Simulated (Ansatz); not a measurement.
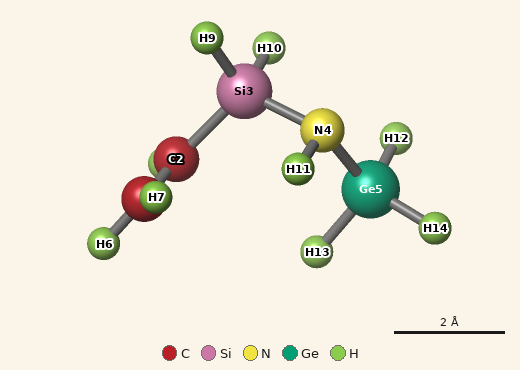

C2H9GeNSi (coarse preliminary run), before the relaxation. A ball-and-stick model, seen face on.

The start comes from a force field.

Method: Ansatz, RKS PBE-D4/def2-SVP.

Input
```yaml
crystal:
  periodic: [false, false, false]
  atoms:
    - {symbol: C, position_ang: [-1.566500, 0.363200, 1.541900]}
    - {symbol: C, position_ang: [-0.297200, 0.538100, 1.414600]}
    - {symbol: Si, position_ang: [0.715200, -0.815100, 0.699200]}
    - {symbol: N, position_ang: [0.328100, -1.167600, -0.975200]}
    - {symbol: Ge, position_ang: [0.663600, 0.308400, -2.030900]}
    - {symbol: H, position_ang: [-2.207200, 1.233500, 1.942700]}
    - {symbol: H, position_ang: [-2.089600, -0.499700, 1.219100]}
    - {symbol: H, position_ang: [0.226400, 1.475700, 1.730400]}
    - {symbol: H, position_ang: [0.581300, -2.006200, 1.577700]}
    - {symbol: H, position_ang: [2.165500, -0.415800, 0.764800]}
    - {symbol: H, position_ang: [-0.795700, -1.277600, -0.953100]}
    - {symbol: H, position_ang: [2.203400, 0.607200, -1.928500]}
    - {symbol: H, position_ang: [-0.171000, 1.574300, -1.507800]}
    - {symbol: H, position_ang: [0.230700, 0.052400, -3.466200]}
basis:
  gaussian: {orbitals: def2-SVP}
hamiltonian: {xc: pbe, dispersion: d4}
relax: {f_tol: 0.03, max_steps: 200}
```

Run as
```bash
ansatz run in.yaml --threads 2 --pin off --events-out ev --progress --plain --max-ram 32768MiB --backend cpu
```

> What does the optimiser find from here?

Over 25 accepted moves (27 points after the start) the energy falls by 74.1 kJ/mol. Largest force component: 3.8 eV/Å at the start, 0.016 eV/Å at the end. The line search rejected the trial steps at points 4, 13 of the run. The atom that moves furthest after the best rigid fit is H7 (1.66 Å). Largest moves by element: H 1.66 Å, C 1.03 Å, N 0.81 Å, Ge 0.64 Å, Si 0.45 Å. Near-neighbour distances that change, for instance: N4–H11 1.129 → 1.026 Å, C1–C2 1.288 → 1.349 Å, C1–H6 1.153 → 1.105 Å, C1–H7 1.059 → 1.105 Å. Bond angles that change, for instance: Si3–N4–Ge5 110.2° → 128.5°, Si3–N4–H11 102.7° → 116.5°, Ge5–N4–H11 105.7° → 114.3°. Groups turn about C2–Si3 by about 55°.

The structure at the end:

```xyz
14

C    -1.5514    0.1176    2.5388
C    -0.6993    0.5669    1.5945
Si    0.3639   -0.5747    0.5449
N     0.0313   -0.4420   -1.1683
Ge    1.1016    0.2757   -2.5004
H    -2.1774    0.7959    3.1457
H    -1.6605   -0.9617    2.7508
H    -0.6385    1.6590    1.4210
H     0.1051   -1.9725    1.0577
H     1.8229   -0.2341    0.6975
H    -0.9262   -0.6576   -1.4659
H     2.5353    0.3373   -1.9212
H     0.6343    1.7040   -2.9136
H     1.0459   -0.6432   -3.7530
```

After the run, drawn alike:

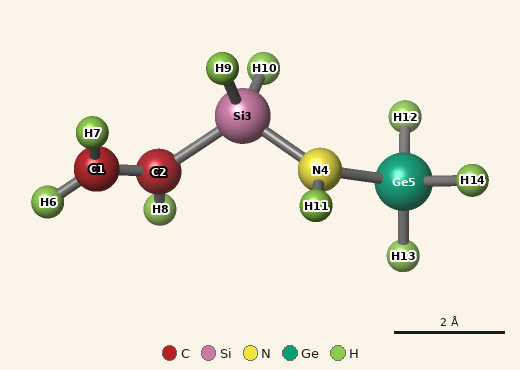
